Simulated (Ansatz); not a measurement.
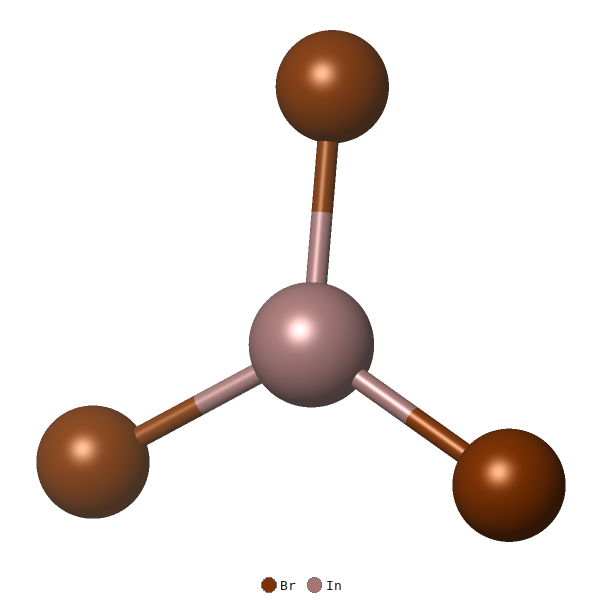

Ball-and-stick drawing of a structure. Every bond is drawn as one stick, whatever its order.

What is the molecular formula?

InBr3, 4 atoms: 1 indium and 3 bromine.

Give a SMILES string for it.

[Br][In]([Br])[Br]

Give the symmetry (Schoenflies symbol).

D3h.

How many atoms are distinct by symmetry?

2: 3 Br, 1 In.

How many bonds of each kind are drawn?

3 Br–In.

The parts below concern this one geometry. Atoms keep their numbers from picture to picture. The geometry was computed by an optimisation with PBE0-D4/def2-TZVP.

Thermal motion

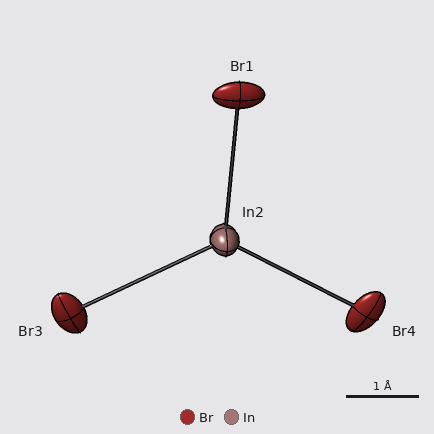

Displacement ellipsoids at the 50 % level, enlarged 2 times, from the internal vibrations of the free molecule (harmonic, no overall translation or rotation; no half-axis is drawn under 0.075 Å). Vibrations computed with RKS PBE0-D4/def2-TZVP, core potentials on In (Ansatz 0.2.0). Temperature: 400 K.

Which atom has the largest mean-square displacement?

Br1, Br3, Br4, with U_eq = 0.0071 Å².

List U_eq and the three principal root-mean-square amplitudes for each kind of atom.

```json
{"atom": "Br1, Br3, Br4", "U_eq (Å²)": "0.0071", "rms amplitudes (Å)": "0.046, 0.071, 0.119"}
{"atom": "In2", "U_eq (Å²)": "0.0059", "rms amplitudes (Å)": "0.066, 0.066, 0.095"}
```

Levels of theory compared

Program: Ansatz 0.2.0.

Tabulate HOMO energy (eV) at these levels: BHLYP-D4/def2-TZVPP; BLYP-D4/def2-TZVPP; PBE0-D4/def2-QZVPP; SPW92 (LDA)/def2-TZVPP; r2SCAN0-D4/def2-TZVPP; revPBE-D4/def2-TZVPP; ωB97X-V/def2-TZVPP.

```json
{"level": "BHLYP-D4/def2-TZVPP", "HOMO energy (eV)": "−9.86"}
{"level": "BLYP-D4/def2-TZVPP", "HOMO energy (eV)": "−7.26"}
{"level": "PBE0-D4/def2-QZVPP", "HOMO energy (eV)": "−8.75"}
{"level": "SPW92 (LDA)/def2-TZVPP", "HOMO energy (eV)": "−7.63"}
{"level": "r2SCAN0-D4/def2-TZVPP", "HOMO energy (eV)": "−8.98"}
{"level": "revPBE-D4/def2-TZVPP", "HOMO energy (eV)": "−7.39"}
{"level": "ωB97X-V/def2-TZVPP", "HOMO energy (eV)": "−11.11"}
```

Charges

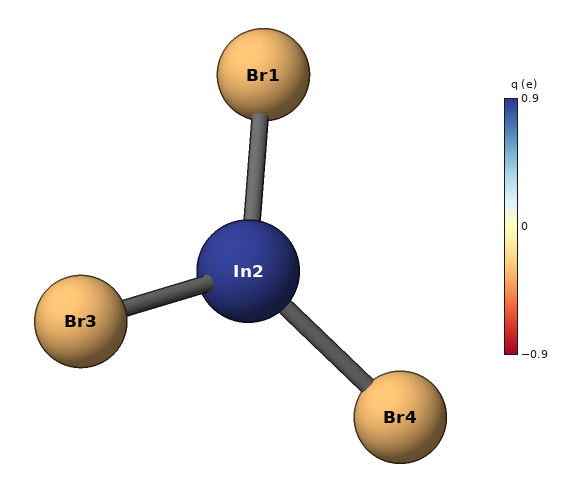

Atoms are coloured by their Mulliken charges. Level of theory: RKS r2SCAN-D4/def2-TZVPP, core potentials on In (Ansatz 0.2.0).

Give the Mulliken charges atom by atom.

| atom | value (e) |
| --- | --- |
| Br1 | −0.29 |
| In2 | 0.86 |
| Br3 | −0.29 |
| Br4 | −0.29 |

Mulliken values depend strongly on the basis set and can even reverse the polarity of a bond.
